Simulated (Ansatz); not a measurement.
# SrTiO3 (I4/mcm): converging the G0W0 gap, part 2 of 2

Wanted: a G0W0 gap for SrTiO3 (I4/mcm) that is converged in bands and cutoff, or an estimate of the limit.

Ansatz 0.2.0; G0W0 on PBE, plane waves, PAW. Known limits of the many-body steps: not at the basis limit; no spin-orbit coupling; coarse k mesh.

So far. Step 4 (544 empty bands, screening to 160 eV): Against the run with 4×4×4 mesh, 252 empty bands, screening to 96 eV, the gap moves by +0.016 eV.

### Step 5. Changing the k mesh: 2×2×2 mesh, 252 empty bands, screening to 96 eV

Only the mesh changes. It samples the long-range screening, which converges on its own terms. Bands and cutoff differ from the step before, so it is read against an earlier run that matches them.

input.yaml reads:

```yaml
crystal:
  lattice:
    - [-2.7555, 2.7555, 3.898]
    - [2.7555, -2.7555, 3.898]
    - [2.7555, 2.7555, -3.898]
  atoms:
    - { symbol: Sr, position: [0.75, 0.25, 0.5] }
    - { symbol: Sr, position: [0.25, 0.75, 0.5] }
    - { symbol: Ti, position: [0.0, 0.0, 0.0] }
    - { symbol: Ti, position: [0.5, 0.5, 0.0] }
    - { symbol: O, position: [0.25, 0.25, 0.0] }
    - { symbol: O, position: [0.75, 0.75, 0.0] }
    - { symbol: O, position: [0.7451, 0.2451, 0.9902] }
    - { symbol: O, position: [0.2451, 0.2549, 0.5] }
    - { symbol: O, position: [0.2549, 0.7549, 0.0098] }
    - { symbol: O, position: [0.7549, 0.7451, 0.5] }
kpoints:
  mp_grid: { grid: [2, 2, 2] }
hamiltonian:
  xc: pbe
scf:
  occupations: { method: fixed }
gw:
  n_empty_bands: 252
  ecut_chi: 96
  qp_bands: [v3, c3]
  qp_kpoints: band_edges
  screening: { model: contour_deformation }
```

On the command line:

```
> ansatz run input.yaml --threads 3 --pin off --max-ram 92160MiB --backend cuda --events-out ev --progress --plain --runs-dir out --devices 1 --max-vram 13GiB  # rebuilt from the run's record
```

Numbers of over 12 decimals in the logs are rounded to 6 here.

Output:

```text
GPUs: using 1 of 1 available (devices: 1).
[...]
concurrent solve slots: 2 of 3 are kept, ahead of what memory takes: no pass of the eigensolver takes more rounds on 2
[...]
GPU FFT provider: cuFFT
GPU libraries: cuBLAS 13.8.2, cuFFT 12.4.0, cuSOLVER 12.3.4
Crystal: 10 atoms, lattice volume = 118.387 Å³
Basis set: ecut = 420 eV, 2277 PW (Γ)
[...]
1    39      9.4115   -26.2834     4.9591   -21.1374  0.7205     9.2238     9.2246  root
[...]
3    40     10.0497   -26.0167     5.0249   -20.8299  0.7154     9.8872     9.8878  root
     3    41     12.0919   -12.7461    -6.8192   -20.9162  0.7270    13.4992    13.4427  root
     3    42     13.8593   -14.8604    -6.9716   -23.2272  0.6925    15.3319    15.2546  root
     3    43     13.8593   -14.8604    -6.9716   -23.2272  0.6925    15.3319    15.2546  root
[key lines of the parts left out:]
SCF converged after 7 iterations
Free energy (F): -15508.559917 eV
Fermi energy:    10.137860 eV
```

Elapsed: 4.4 s, on 1 × NVIDIA H100 80GB HBM3 (shared by 6 runs) with 3 threads of AMD EPYC 7R13 (Zen 3), shared host; peak memory 1.1 GiB; 5.2 s of CPU time.

This step gave:

```yaml
bands_summed: 292
rpa_eps_infinity_on_this_mesh_eigenvalues: 8.649, 8.652, 8.652
plane_waves_in_the_screening_matrix: 259
g0w0_gap_on_the_mesh: 3.244 eV
k_of_the_valence_top: 0, 0, 0
k_of_the_conduction_bottom: 0, 0, 0
starting_gap_on_the_mesh: 1.789 eV
least_direct_g0w0_gap_on_the_computed_points: 3.244 eV
```

Against the run with 4×4×4 mesh, 252 empty bands, screening to 96 eV, the gap moves by −0.20 eV, while the start moved by −0.11 eV.

### Step 6. Changing the frequency model: 4×4×4 mesh, 252 empty bands, screening to 96 eV, plasmon pole

A plasmon pole stands in for the full frequency dependence of the screening; this run shows what that costs in accuracy.

Changes to input.yaml since step 5:

```diff
@@ -17,3 +17,3 @@
 kpoints:
-  mp_grid: { grid: [2, 2, 2] }
+  mp_grid: { grid: [4, 4, 4] }
 hamiltonian:
@@ -27,2 +27,2 @@
   qp_kpoints: band_edges
-  screening: { model: contour_deformation }
+  screening: { model: godby_needs }
```

Output:

```text
GPUs: using 1 of 1 available (devices: 1).
[...]
GPU FFT provider: cuFFT
GPU libraries: cuBLAS 13.8.2, cuFFT 12.4.0, cuSOLVER 12.3.4
Crystal: 10 atoms, lattice volume = 118.387 Å³
Basis set: ecut = 420 eV, 2277 PW (Γ)
Bands: 50, of which v1, the nominal top of the filled ones, is band 40 counted from 1 (39 counted from 0)
Symmetry: 16 space group operations
[...]
k-points: 13 of 64
[...]
1    39      9.4919   -26.1151     4.6875   -21.2823  0.7747     9.3465     9.3466  root
[...]
12    40      9.9871   -25.9020     4.9107   -20.8370  0.7688     9.8326     9.8328  root
    12    41     12.1427   -12.9723    -6.4307   -20.8926  0.7775    13.6482    13.6322  root
    12    42     13.8930   -14.8422    -6.6709   -23.2092  0.7522    15.5893    15.5892  root
    12    43     13.8930   -14.8422    -6.6709   -23.2092  0.7522    15.5893    15.5892  root
[key lines of the parts left out:]
SCF converged after 6 iterations
Free energy (F): -15508.913692 eV
Fermi energy:    10.073781 eV
```

Run time: 22 s. Hardware: 1 × NVIDIA H100 80GB HBM3 (shared by 6 runs) with 3 threads; peak memory 1.8 GiB.

This step gave:

```
bands summed                                 : 292
plasmon-pole fit frequency                   : 30.52 eV
RPA ε∞ on this mesh (eigenvalues)            : 6.209, 6.209, 6.210
plane waves in the screening matrix          : 259
G0W0 gap on the mesh                         : 3.461 eV
k of the valence top                         : 0, 0, 0
k of the conduction bottom                   : 0, 0, 0
starting gap on the mesh                     : 1.901 eV
least direct G0W0 gap on the computed points : 3.461 eV
```

Against the run with 4×4×4 mesh, 252 empty bands, screening to 96 eV, the gap moves by +0.012 eV.

### Step 7. Changing the files: 4×4×4 mesh, 252 empty bands, screening to 96 eV, hard PAW files

Other atomic data (hard PAW) test the pseudisation: the cutoff goes from 420 to 930 eV, with the same valence electrons.

Changes to input.yaml since step 6:

```diff
@@ -20,2 +20,3 @@
   xc: pbe
+  pseudopotentials: { kind: paw, source: ansatz }
 scf:
@@ -27,2 +28,2 @@
   qp_kpoints: band_edges
-  screening: { model: godby_needs }
+  screening: { model: contour_deformation }
```

Output:

```text
GPUs: using 1 of 1 available (devices: 1).
[...]
GPU FFT provider: cuFFT
GPU libraries: cuBLAS 13.8.2, cuFFT 12.4.0, cuSOLVER 12.3.4
Crystal: 10 atoms, lattice volume = 118.387 Å³
Basis set: ecut = 930 eV, 7631 PW (Γ)
Bands: 50, of which v1, the nominal top of the filled ones, is band 40 counted from 1 (39 counted from 0)
Symmetry: 16 space group operations
[...]
k-points: 13 of 64
[...]
1    39      9.4752   -26.1092     4.6347   -21.2761  0.7306     9.2760     9.2768  root
[...]
12    40      9.9731   -25.9031     4.8598   -20.8364  0.7230     9.7654     9.7663  root
    12    41     12.1221   -12.9628    -6.5103   -20.8786  0.7366    13.5721    13.5276  root
    12    42     13.8762   -14.8369    -6.9133   -23.1982  0.6959    15.3966    15.3243  root
    12    43     13.8762   -14.8369    -6.9133   -23.1982  0.6959    15.3966    15.3243  root
[key lines of the parts left out:]
SCF converged after 10 iterations
Free energy (F): -15510.198051 eV
Fermi energy:    10.058875 eV
```

It took 23 s on 1 × NVIDIA H100 80GB HBM3 (shared by 6 runs) with 3 threads; peak memory 1.9 GiB.

Numbers from this step:

- bands summed: 292
- RPA ε∞ on this mesh (eigenvalues): 6.219, 6.219, 6.220
- plane waves in the screening matrix: 259
- G0W0 gap on the mesh: 3.446 eV
- k of the valence top: 0, 0, 0
- k of the conduction bottom: 0, 0, 0
- starting gap on the mesh: 1.895 eV
- least direct G0W0 gap on the computed points: 3.446 eV

Against the run with 4×4×4 mesh, 252 empty bands, screening to 96 eV, the gap moves by −0.004 eV.

### Step 8. Convergence and cost

Times are wall times on 1 × NVIDIA H100 80GB HBM3 (shared by 6 runs) with 3 threads of AMD EPYC 7R13 (Zen 3), shared host, good to a factor of about two.

```tsv
mesh	files	frequency	bands summed	cutoff (eV)	start (eV)	G0W0 (eV)	time	host memory (GiB)
4×4×4	default PAW	contour deformation	129	48	1.901	3.682	6.7 s	1.2
4×4×4	default PAW	contour deformation	292	96	1.901	3.449	9.7 s	1.4
4×4×4	default PAW	contour deformation	584	160	1.901	3.465	36 s	2.2
2×2×2	default PAW	contour deformation	292	96	1.789	3.244	4.4 s	1.1
4×4×4	default PAW	plasmon pole	292	96	1.901	3.461	22 s	1.8
4×4×4	hard PAW	contour deformation	292	96	1.895	3.446	23 s	1.9
```

The parts of the quasiparticle energy at the two band edges (eV; QP = start + Σx + Σc − Vxc):

```tsv
run	edge	start	Σx	Σc	Vxc	Z	QP
129 bands	valence top	10.07	-26.08	5.08	-21.02	0.73	10.10
129 bands	conduction bottom	11.97	-12.65	-5.83	-20.29	0.75	13.78
292 bands	valence top	10.07	-26.08	4.87	-21.02	0.72	9.88
292 bands	conduction bottom	11.97	-12.65	-6.28	-20.29	0.74	13.33
584 bands	valence top	10.07	-26.08	4.61	-21.02	0.72	9.63
584 bands	conduction bottom	11.97	-12.65	-6.51	-20.29	0.74	13.09
```

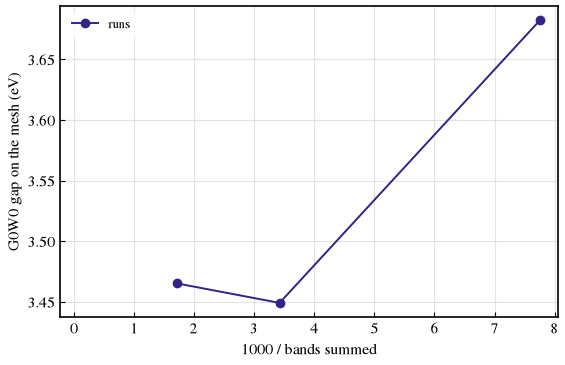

The gap against one over the number of bands.

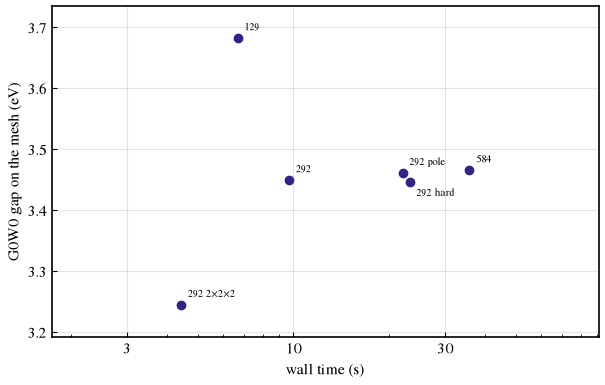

Result against wall time.

### Step 9. Results

- 129 bands, 48 eV: 3.682 eV
- 292 bands, 96 eV: 3.449 eV
- 584 bands, 160 eV: 3.465 eV
- mesh and start: 4×4×4, PBE

In words: From 129 to 584 bands the gap moves by −0.22 eV while the time grows 5.3-fold. Σc changes by −0.47 eV at the valence top and −0.69 eV at the conduction bottom, so the levels themselves move more than the gap between them. The gap turns back along the series, so no limit is drawn from it. On the 2×2×2 mesh in place of 4×4×4 the gap differs by −0.20 eV, of which −0.11 eV is already in the start. The plasmon-pole model gives +0.01 eV against contour deformation, 1 % of the correction, and saved no time in this program. Hard PAW files move the gap by −0.004 eV at equal bands and cutoff, −0.01 eV of it in the start. The many-body steps are scalar-relativistic: spin-orbit coupling is not in them.

[Paths, hosts, dates, memory and timing lines, banners, echoed tables and standing remarks are left out of the program output.]

[Logs are printed without paths, hosts, clocks, repeated set-up lines and the standing remarks that a program may print on its own settings, such as how far it seeks lower states.]

[Runs of the session that timed out or met a known fault of the program may be left out.]

[Cells called generated may have been cut or substituted from an entry of the Crystallography Open Database or the Materials Project.]

[Hosts, paths, dates, database ids (printed as entryN), source tags and the programs' standing remarks are cut or masked in the printed files.]
